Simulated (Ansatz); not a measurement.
## Electronic structure of ClF2H3OSi2···H2O···H2O in real space

```json
{"atom": "Si", "x (Å)": "-1.3222", "y (Å)": "0.3139", "z (Å)": "0.3275"}
{"atom": "O", "x (Å)": "0.1279", "y (Å)": "0.2281", "z (Å)": "-0.4581"}
{"atom": "Si", "x (Å)": "0.4756", "y (Å)": "0.7702", "z (Å)": "-1.9920"}
{"atom": "F", "x (Å)": "-2.0312", "y (Å)": "-1.0802", "z (Å)": "0.6116"}
{"atom": "F", "x (Å)": "-2.2176", "y (Å)": "0.7183", "z (Å)": "-0.9634"}
{"atom": "Cl", "x (Å)": "-1.7913", "y (Å)": "2.0242", "z (Å)": "1.3953"}
{"atom": "H", "x (Å)": "0.4650", "y (Å)": "-0.7886", "z (Å)": "1.7932"}
{"atom": "O", "x (Å)": "-0.2939", "y (Å)": "-0.1733", "z (Å)": "1.9884"}
{"atom": "H", "x (Å)": "1.4502", "y (Å)": "-1.1923", "z (Å)": "0.1957"}
{"atom": "O", "x (Å)": "1.6655", "y (Å)": "-1.6137", "z (Å)": "1.0410"}
{"atom": "H", "x (Å)": "0.1635", "y (Å)": "2.2116", "z (Å)": "-2.1228"}
{"atom": "H", "x (Å)": "1.9378", "y (Å)": "0.5541", "z (Å)": "-2.1453"}
{"atom": "H", "x (Å)": "-0.2438", "y (Å)": "-0.0222", "z (Å)": "-3.0157"}
{"atom": "H", "x (Å)": "0.0432", "y (Å)": "0.6103", "z (Å)": "2.4342"}
{"atom": "H", "x (Å)": "1.5711", "y (Å)": "-2.5607", "z (Å)": "0.9107"}
```

The reactant side of a reaction path; geometry: PBE0-D4/def2-TZVP.

These are results of Ansatz 0.2.0, RKS PBE0-D4/def2-TZVPP, not measurements.

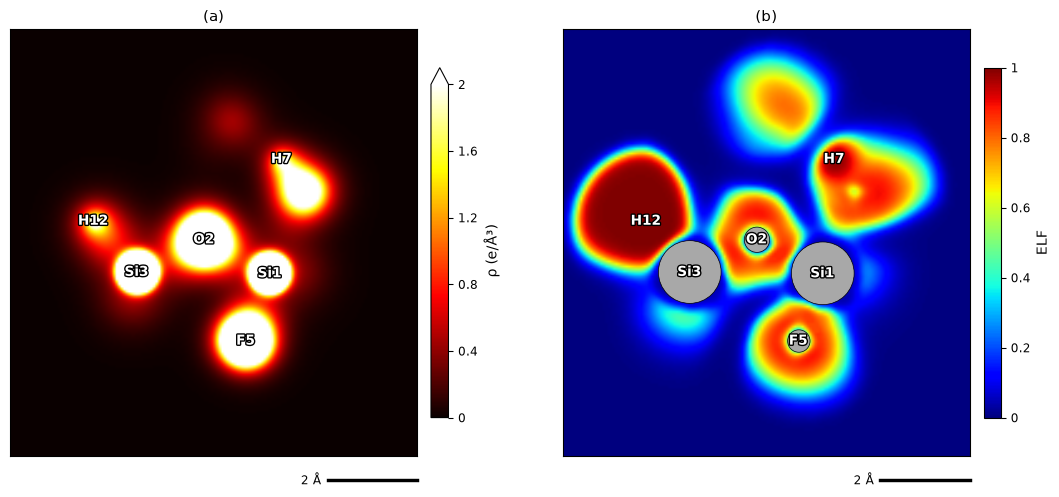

Figure 1. (a) electron density; (b) ELF on the plane of atoms O2, Si3 and H12. Grey discs cover the atomic cores in the ELF map.

> Interpret the plot.

The section cuts through Si, O, F and H sites. Si–O (1.65 Å): the density is about 1.2 e/Å³ at the midpoint; the ELF peaks at about 0.85 between the atoms, as expected for a polar covalent bond. Si–H (1.49 Å): the density is about 0.83 e/Å³ at the midpoint; the ELF climbs to about 1 towards the hydrogen, as it does in any bond to H. The ELF also peaks beside F5, O8 and O10, away from the bonds: lone-pair regions.

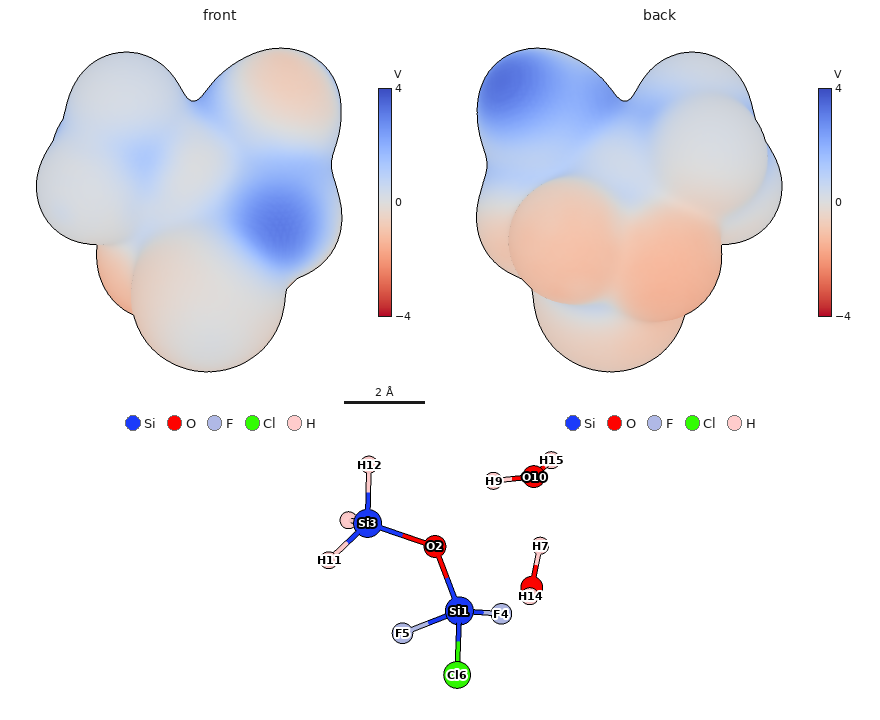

Figure 2. The electrostatic potential painted on the density surface at 0.002 e/bohr³, seen from the front and from behind; the colour scale runs from red (negative) to blue (positive). The bare structure is drawn below in the same view.

> Describe the electrostatic potential map.

The most negative region (about −1.4 V, or −32 kcal/mol for a unit charge) lies over F5, the most positive (about +3.1 V, or +71 kcal/mol for a unit charge) over H14 and H15.

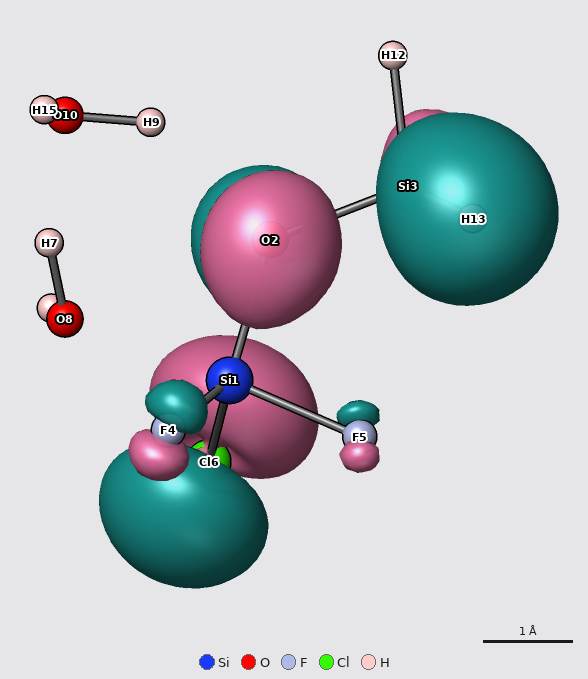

Figure 3. The HOMO−1 at ±0.1 Å⁻³ᐟ² (teal and pink are the two phases), seen at an oblique angle.

> What is the character of this orbital?

By Hirshfeld shares it lies mainly on Cl6 (about 25 %), O2 (about 25 %), Si3 (about 20 %), H13 (about 15 %) and H11 (about 10 %). Its energy is −9.21 eV.

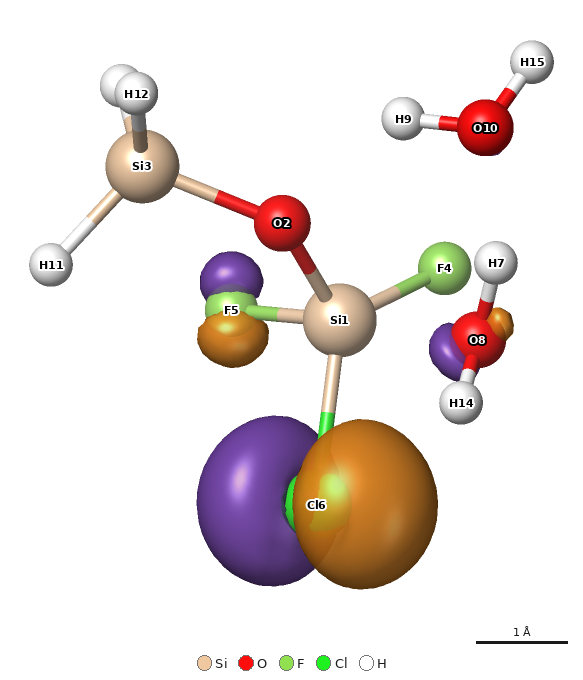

Figure 4. The HOMO at ±0.2 Å⁻³ᐟ² (orange and purple are the two phases), seen at a tilt.

> Describe this orbital and give its energy.

By Hirshfeld shares it lies mainly on Cl6 (about 80 %) and F5 (about 5 %); largely a lone pair of Cl6. Its energy is −9.08 eV.
